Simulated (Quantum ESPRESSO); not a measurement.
# SiC (Moissanite 3C): zone-centre phonons, part 2 of 2

Aim: the zone-centre modes of SiC (Moissanite 3C).

Quantum ESPRESSO 7.5; DFT LDA, scalar-relativistic, plane waves, JTH PAW pseudopotentials.

So far. Step 2 (A probe with smearing): A gap of 1.3 eV opens on this mesh, so the crystal is taken as an insulator; the start stands at -4.7 GPa. Step 4 (Ground state): The cell stands at -0.045 GPa, close enough for phonons. The relaxed cell has a = 4.327 Å (conventional setting).

## 5. Linear response at Γ

At q = 0 one unit cell holds all displacements; symmetry groups them into irreducible representations that are solved one by one. The response to a field gives ε∞ and the Born charges, which polar modes need.

Input file ph.in:

```
phonons
&INPUTPH
  prefix = 'x'
  outdir = './tmp'
  fildyn = 'g.dyn'
  tr2_ph = 1.0d-18
  epsil  = .true.
/
0.000000000000 0.000000000000 0.000000000000
```

Started as:

```
$ OMP_NUM_THREADS=1 mpirun -n 4 ph.x -nk 4 -in ph.in > ph.out
```

The program printed:

```text
[banners, grids, parts of the stress and lines that vanish by symmetry left out]
[banner, memory and clock lines left out]
Program PHONON v.7.5

     ./tmp/x.save/

     file Si.upf: wavefunction(s)  0S 0P renormalized
     file C.upf: wavefunction(s)  0S 2P 0P renormalized

     IMPORTANT: XC functional enforced from input :
     Exchange-correlation= PW
                           (   1   4   0   0   0   0   0)
     Any further DFT definition will be discarded
     Please, verify this is what you really want

     G-vector sticks info

     Check: negative core charge=   -0.000011

     negative rho (up, down):  5.581E-03 0.000E+00
     Reading collected, re-writing distributed wavefunctions in ./tmp/

     Number and degeneracy of irreps per q-point
       N         xq(1)         xq(2)         xq(3)   N irreps
       1   0.000000000   0.000000000   0.000000000       2
        3   3

     Calculation of q =    0.0000000   0.0000000   0.0000000

     phonons

     bravais-lattice index     =            2
     lattice parameter (alat)  =       8.1768  a.u.
     unit-cell volume          =     136.6753 (a.u.)^3
     number of atoms/cell      =            2
     number of atomic types    =            2
     kinetic-energy cut-off    =      60.0000  Ry
     charge density cut-off    =     480.0000  Ry
     convergence threshold     =      1.0E-18
     beta                      =       0.7000
     number of iterations used =            4
     Exchange-correlation= PW
                           (   1   4   0   0   0   0   0)

     celldm(1)=    8.17680  celldm(2)=    0.00000  celldm(3)=    0.00000
     celldm(4)=    0.00000  celldm(5)=    0.00000  celldm(6)=    0.00000

     crystal axes: (cart. coord. in units of alat)
               a(1) = ( -0.5000  0.0000  0.5000 )
               a(2) = (  0.0000  0.5000  0.5000 )
               a(3) = ( -0.5000  0.5000  0.0000 )

     reciprocal axes: (cart. coord. in units 2 pi/alat)
               b(1) = ( -1.0000 -1.0000  1.0000 )
               b(2) = (  1.0000  1.0000  1.0000 )
               b(3) = ( -1.0000  1.0000 -1.0000 )

     Atoms inside the unit cell:

     Cartesian axes

     site n.  atom      mass           positions (alat units)
        1  Si     28.0850   tau(    1) = (    0.00000    0.00000    0.00000  )
        2  C      12.0110   tau(    2) = (   -0.25000    0.25000    0.25000  )

     Computing dynamical matrix for
                    q = (   0.0000000   0.0000000   0.0000000 )

     25 Sym.Ops. (with q -> -q+G )

     G cutoff =  812.9209  (  24309 G-vectors)     FFT grid: ( 45, 45, 45)
     G cutoff =  406.4604  (   8609 G-vectors)  smooth grid: ( 30, 30, 30)
     number of k points=    72
                       cart. coord. in units 2pi/alat
        k(    1) = (   0.0000000   0.0000000   0.0000000), wk =   0.0011574
        k(    2) = (  -0.0833333   0.0833333  -0.0833333), wk =   0.0092593
        k(    3) = (  -0.1666667   0.1666667  -0.1666667), wk =   0.0092593
        [... further k-points left out ...]

     PseudoPot. # 1 for Si read from file:
     ./pseudo/Si.upf
     Pseudo is Projector augmented-wave + core cor, Zval =  4.0
     Shape of augmentation charge: BESSEL
     Using radial grid of  988 points,  4 beta functions with:
                l(1) =   0
                l(2) =   0
                l(3) =   1
                l(4) =   1
     Q(r) pseudized with 0 coefficients

     PseudoPot. # 2 for C  read from file:
     ./pseudo/C.upf
     Pseudo is Projector augmented-wave + core cor, Zval =  4.0
     Shape of augmentation charge: SINC**2
     Using radial grid of  920 points,  4 beta functions with:
                l(1) =   0
                l(2) =   0
                l(3) =   1
                l(4) =   1
     Q(r) pseudized with 0 coefficients

     Mode symmetry, T_d (-43m)  point group:

     Electric field:
     Dielectric constant
     Born effective charges as d Force / d E

     Atomic displacements:
     There are    2 irreducible representations

     Representation     1      3 modes -  To be done

     Representation     2      3 modes -  To be done

     Alpha used in Ewald sum =   2.8000

     negative rho (up, down):  5.581E-03 0.000E+00

     Electric Fields Calculation

      iter #   1   av.it.:   5.8
      thresh= 1.000E-02 alpha_mix =  0.700 |ddv_scf|^2 =  1.993E-08

      iter #   2   av.it.:  12.5
      thresh= 1.412E-05 alpha_mix =  0.700 |ddv_scf|^2 =  2.058E-10

      iter #   3   av.it.:  12.6
      thresh= 1.435E-06 alpha_mix =  0.700 |ddv_scf|^2 =  1.012E-11

      iter #   4   av.it.:  12.8
      thresh= 3.182E-07 alpha_mix =  0.700 |ddv_scf|^2 =  5.899E-14

      iter #   5   av.it.:  12.3
      thresh= 2.429E-08 alpha_mix =  0.700 |ddv_scf|^2 =  9.181E-16

      iter #   6   av.it.:  12.2
      thresh= 3.030E-09 alpha_mix =  0.700 |ddv_scf|^2 =  1.404E-17

      iter #   7   av.it.:  12.5
      thresh= 3.748E-10 alpha_mix =  0.700 |ddv_scf|^2 =  1.121E-20

     End of electric fields calculation

          Dielectric constant in cartesian axis

          (       6.934798428       0.000000000       0.000000000 )
          (       0.000000000       6.934798428      -0.000000000 )
          (       0.000000000       0.000000000       6.934798428 )

          Effective charges (d Force / dE) in cartesian axis without acoustic sum rule applied (asr)

           atom    1  Si    Mean Z*:        2.71014
      Ex  (        2.71014       -0.00000        0.00000 )
      Ey  (        0.00000        2.71014        0.00000 )
      Ez  (        0.00000        0.00000        2.71014 )
           atom    2  C     Mean Z*:       -2.71128
      Ex  (       -2.71128        0.00000       -0.00000 )
      Ey  (        0.00000       -2.71128       -0.00000 )
      Ez  (       -0.00000       -0.00000       -2.71128 )

          Effective charges Sum: Mean:       -0.00114
             -0.00114        0.00000       -0.00000
              0.00000       -0.00114       -0.00000
             -0.00000       -0.00000       -0.00114

          Effective charges (d Force / dE) in cartesian axis with asr applied:
           atom    1  Si    Mean Z*:        2.71071
      E*x (        2.71071       -0.00000        0.00000 )
      E*y (       -0.00000        2.71071        0.00000 )
      E*z (        0.00000        0.00000        2.71071 )
           atom    2  C     Mean Z*:       -2.71071
      E*x (       -2.71071        0.00000       -0.00000 )
      E*y (        0.00000       -2.71071       -0.00000 )
      E*z (       -0.00000       -0.00000       -2.71071 )

     Representation #   1 modes #   1   2   3

     Self-consistent Calculation

      iter #   1   av.it.:   5.6
      thresh= 1.000E-02 alpha_mix =  0.700 |ddv_scf|^2 =  1.115E-07

      iter #   2   av.it.:  12.7
      thresh= 3.339E-05 alpha_mix =  0.700 |ddv_scf|^2 =  1.150E-09

      iter #   3   av.it.:  12.9
      thresh= 3.391E-06 alpha_mix =  0.700 |ddv_scf|^2 =  4.286E-11

      iter #   4   av.it.:  12.6
      thresh= 6.547E-07 alpha_mix =  0.700 |ddv_scf|^2 =  1.083E-13

      iter #   5   av.it.:  12.9
      thresh= 3.291E-08 alpha_mix =  0.700 |ddv_scf|^2 =  2.419E-15

      iter #   6   av.it.:  13.1
      thresh= 4.919E-09 alpha_mix =  0.700 |ddv_scf|^2 =  1.173E-17

      iter #   7   av.it.:  12.9
      thresh= 3.425E-10 alpha_mix =  0.700 |ddv_scf|^2 =  1.752E-19

     End of self-consistent calculation

     Convergence has been achieved

     Representation #   2 modes #   4   5   6

     Self-consistent Calculation

      iter #   1   av.it.:   5.0
      thresh= 1.000E-02 alpha_mix =  0.700 |ddv_scf|^2 =  8.788E-09

      iter #   2   av.it.:  13.1
      thresh= 9.375E-06 alpha_mix =  0.700 |ddv_scf|^2 =  6.516E-10

      iter #   3   av.it.:  13.1
      thresh= 2.553E-06 alpha_mix =  0.700 |ddv_scf|^2 =  3.485E-12

      iter #   4   av.it.:  13.2
      thresh= 1.867E-07 alpha_mix =  0.700 |ddv_scf|^2 =  6.772E-14

      iter #   5   av.it.:  13.4
      thresh= 2.602E-08 alpha_mix =  0.700 |ddv_scf|^2 =  2.844E-16

      iter #   6   av.it.:  13.2
      thresh= 1.686E-09 alpha_mix =  0.700 |ddv_scf|^2 =  4.031E-18

      iter #   7   av.it.:  13.0
      thresh= 2.008E-10 alpha_mix =  0.700 |ddv_scf|^2 =  6.678E-20

     End of self-consistent calculation

     Convergence has been achieved

     Number of q in the star =    1
     List of q in the star:
          1   0.000000000   0.000000000   0.000000000

          Dielectric constant in cartesian axis

          (       6.934798428       0.000000000       0.000000000 )
          (       0.000000000       6.934798428      -0.000000000 )
          (       0.000000000       0.000000000       6.934798428 )

          Effective charges (d Force / dE) in cartesian axis without acoustic sum rule applied (asr)

           atom    1  Si    Mean Z*:        2.71014
      Ex  (        2.71014       -0.00000        0.00000 )
      Ey  (        0.00000        2.71014        0.00000 )
      Ez  (        0.00000        0.00000        2.71014 )
           atom    2  C     Mean Z*:       -2.71128
      Ex  (       -2.71128        0.00000       -0.00000 )
      Ey  (        0.00000       -2.71128       -0.00000 )
      Ez  (       -0.00000       -0.00000       -2.71128 )

          Effective charges Sum: Mean:       -0.00114
             -0.00114        0.00000       -0.00000
              0.00000       -0.00114       -0.00000
             -0.00000       -0.00000       -0.00114

          Effective charges (d Force / dE) in cartesian axis with asr applied:
           atom    1  Si    Mean Z*:        2.71071
      E*x (        2.71071       -0.00000        0.00000 )
      E*y (       -0.00000        2.71071        0.00000 )
      E*z (        0.00000        0.00000        2.71071 )
           atom    2  C     Mean Z*:       -2.71071
      E*x (       -2.71071        0.00000       -0.00000 )
      E*y (        0.00000       -2.71071       -0.00000 )
      E*z (       -0.00000       -0.00000       -2.71071 )

     Diagonalizing the dynamical matrix

     q = (    0.000000000   0.000000000   0.000000000 )

 **************************************************************************
     freq (    1) =       0.006491 [THz] =       0.216501 [cm-1]
     freq (    2) =       0.006491 [THz] =       0.216501 [cm-1]
     freq (    3) =       0.006491 [THz] =       0.216501 [cm-1]
     freq (    4) =      23.946941 [THz] =     798.783956 [cm-1]
     freq (    5) =      23.946941 [THz] =     798.783956 [cm-1]
     freq (    6) =      23.946941 [THz] =     798.783956 [cm-1]
 **************************************************************************

     Mode symmetry, T_d (-43m)  point group:

     freq (   1-   3) =          0.2  [cm-1]   --> T_2  G_15 P_4   I+R
     freq (   4-   6) =        798.8  [cm-1]   --> T_2  G_15 P_4   I+R
```

Wall time 44 s (4 MPI ranks of Arm Neoverse V1, shared host).

Read from the output:

* miss of the charge sum rule: 0.001140 e
* largest acoustic frequency at the zone centre before the sum rule: 0.22 cm⁻¹
* highest optical zone-centre mode (no LO-TO term): 798.8 cm⁻¹
* lowest optical zone-centre mode: 798.8 cm⁻¹
* mean high-frequency dielectric constant: 6.935
* largest Born charge in size (third of the trace): 2.711 e

Born charge (rows field, columns displacement), before the sum rule (e), principal values of the symmetric part by kind of site:

```
atom  atoms with these values    low  middle   high   mean
 Si1                        1   2.71    2.71   2.71   2.71
  C2                        1  -2.71   -2.71  -2.71  -2.71
```

In full for C2:

```
-2.71  0.00  0.00
 0.00 -2.71  0.00
 0.00  0.00 -2.71
```

High-frequency dielectric tensor:

```
6.93 0.00 0.00
0.00 6.93 0.00
0.00 0.00 6.93
```

The acoustic modes at Γ come out as far as 0.2 cm⁻¹ from zero, where they should vanish, a small numerical error; the Born charges miss their sum rule by 0.0011 e, which is good.

## 6. Zone-centre analysis

A rigid shift of the crystal must cost nothing, but grids and finite bases break this; the acoustic sum rule is imposed before the matrix is diagonalised again. With Born charges the intensities follow, and the static dielectric tensor.

Input file dynmat.in:

```
&INPUT
  fildyn = 'g.dyn'
  asr    = 'simple'
  fileig = 'dynmat.eig'
  lperm  = .true.
/
```

Started as:

```
$ dynmat.x -in dynmat.in > dynmat.out
```

The program printed:

```text
[banner, memory and clock lines left out]
Program DYNMAT v.7.5

     Reading Dynamical Matrix from file g.dyn
     ...Force constants read
     ...epsilon and Z* read
     A direction for q was not specified:TO-LO splitting will be absent

     Polarizability (A^3 units)
     multiply by 0.335766 for Clausius-Mossotti correction
         9.565104    0.000000    0.000000
         0.000000    9.565104    0.000000
         0.000000   -0.000000    9.565104

     IR activities are in (D/A)^2/amu units

# mode   [cm-1]    [THz]      IR
    1     -0.00   -0.0000    0.0000
    2      0.00    0.0000    0.0000
    3      0.00    0.0000    0.0000
    4    798.78   23.9469   20.1503
    5    798.78   23.9469   20.1503
    6    798.78   23.9469   20.1503

Electronic dielectric permittivity tensor (relative, adimensional)
         6.934798    0.000000    0.000000
         0.000000    6.934798    0.000000
         0.000000   -0.000000    6.934798

 ... with zone-center polar mode contributions
        10.260495   -0.000000    0.000000
        -0.000000   10.260495   -0.000000
         0.000000   -0.000000   10.260495
```

It took 0.45 s on 1 thread.

Read from the output:

```yaml
mean_static_dielectric_constant: 10.26
```

Unit eigenvectors of the mass-weighted matrix after the sum rule; no LO-TO term. The modes at Γ (shares of kinetic energy by element, %):

```
mode  frequency (cm⁻¹)  symmetry  Si %  C %
   1               0.0  acoustic    70   30
   2               0.0  acoustic    70   30
   3               0.0  acoustic    70   30
   4             798.8        T2    30   70
   5             798.8        T2    30   70
   6             798.8        T2    30   70
```

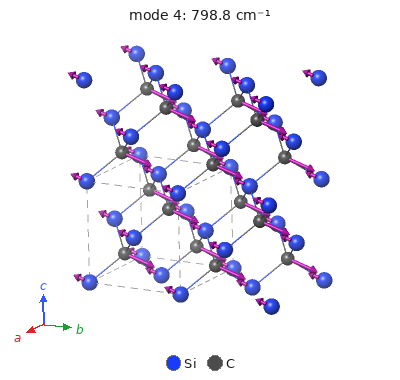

Displacement patterns of mode 4 at Γ; arrows are exaggerated. Bonds to atoms that aren't drawn are left out. 1×2×2 conventional cells are drawn. Some periodic images of atoms are drawn too.

Degenerate modes summed, no LO-TO term. Infrared lines, with heights relative to the strongest:

```
position (cm⁻¹)  lines merged  label  IR intensity, relative
            799             3     T2                     100
```

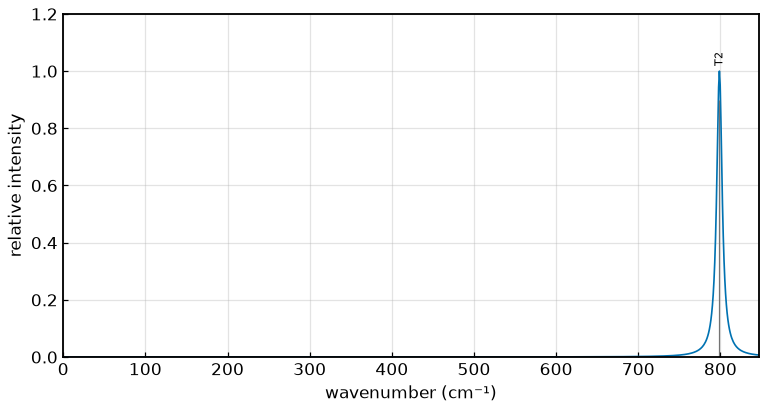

The infrared spectrum, broadened with Lorentzians of width 8 cm⁻¹; bars mark the lines.

Static dielectric tensor (ions relaxed, fixed cell):

```
10.26  0.00  0.00
 0.00 10.26  0.00
 0.00  0.00 10.26
```

The rule moves no optical mode by more than 0.1 cm⁻¹.

## 7. Modes along a direction of q (1 0 0)

A longitudinal polar mode sets up a macroscopic field that stiffens it; the term hangs on the direction from which q goes to zero.

Input file dynmat.in:

```
&INPUT
  fildyn = 'g.dyn'
  asr    = 'simple'
  fileig = 'dynmat.eig'
  q(1)   = 1.0
  q(2)   = 0.0
  q(3)   = 0.0
/
```

Started as:

```
$ dynmat.x -in dynmat.in > dynmat.out
```

The program printed:

```text
[banner, memory and clock lines left out]
Program DYNMAT v.7.5

     Reading Dynamical Matrix from file g.dyn
     ...Force constants read
     ...epsilon and Z* read

     Polarizability (A^3 units)
     multiply by 0.335766 for Clausius-Mossotti correction
         9.565104    0.000000    0.000000
         0.000000    9.565104    0.000000
         0.000000   -0.000000    9.565104

     IR activities are in (D/A)^2/amu units

# mode   [cm-1]    [THz]      IR
    1     -0.00   -0.0000    0.0000
    2      0.00    0.0000    0.0000
    3      0.00    0.0000    0.0000
    4    798.78   23.9469   20.1503
    5    798.78   23.9469   20.1503
    6    971.62   29.1284   20.1503
```

Run time: 0.45 s. Hardware: 1 thread.

This step gave:

```yaml
highest_mode_moved_by_the_lo_to_term: 971.6 cm⁻¹
```

Zone-centre frequencies as printed; negative means imaginary. Modes:

```
mode  frequency (cm⁻¹)
   1                 0
   2                 0
   3                 0
   4             798.8
   5             798.8
   6             971.6
```

The field moves one mode, from 799 to 972 cm⁻¹; the others stay.

## 8. Results

- space group after relaxation: F-43m
- volume per atom: 10.1 Å³
- gap on the k-mesh: 1.30 eV
- highest optical zone-centre mode (no LO-TO term): 798.8 cm⁻¹
- highest mode moved by the LO-TO term: 971.6 cm⁻¹
- mean high-frequency dielectric constant: 6.93
- largest Born charge in size (third of the trace): 2.71 e
- mean static dielectric constant: 10.3
- imaginary optical modes at the zone centre (no q mesh in this session): none

**Reading.** At the LDA level the optical modes of SiC (Moissanite 3C) at the zone centre (no LO-TO term) lie at 799 cm⁻¹. Along the directions run, the highest mode that the macroscopic field moves lies at 972 cm⁻¹. Lattice motion raises the mean dielectric constant from 6.935 to 10.26. The Lyddane-Sachs-Teller relation holds: (ωLO/ωTO)² is 1.48 and ε₀/ε∞ is 1.48. These are harmonic frequencies at zero temperature: anharmonic shifts and linewidths and thermal expansion are left out.

Comparison with the measured values:

| quantity | measured | LDA JTH, Quantum ESPRESSO |
| --- | --- | --- |
| lattice constant a (Å) | 4.357 | 4.327 (-0.7 %) |
| ε∞ (mean of the tensor) | 6.49 | 6.93 (+6.9 %) |
| infrared mode, TO at Gamma (cm⁻¹) | 797.5 | 799 (+0.2 %) |

Measured values from arxiv:1210.3244 (2012), arxiv:astro-ph/9903031 (1999) and arxiv:0803.1210 (2008).

How well it matches: The lattice constant a is off by -0.7 %: good agreement. The ε∞ is off by +6.9 %: good agreement. The infrared mode is off by +0.2 %: good agreement. The grades are ours: good and fair within 0.7 and 1.5 % for the lattice constant a, 7 and 18 % for the ε∞ and 3 and 7 % for the infrared mode. Zero-point motion and thermal expansion (measured at up to 292 K) are not in the computed lattice constants and infrared mode.

[Host names and launcher messages were left out of these logs when they were recorded.]

[Logs are printed without paths, hosts, clocks, repeated set-up lines and the standing remarks that a program may print on its own settings, such as how far it seeks lower states.]

[Hosts, paths, dates, database ids (printed as entryN), source tags and the programs' standing remarks are cut or masked in the printed files.]
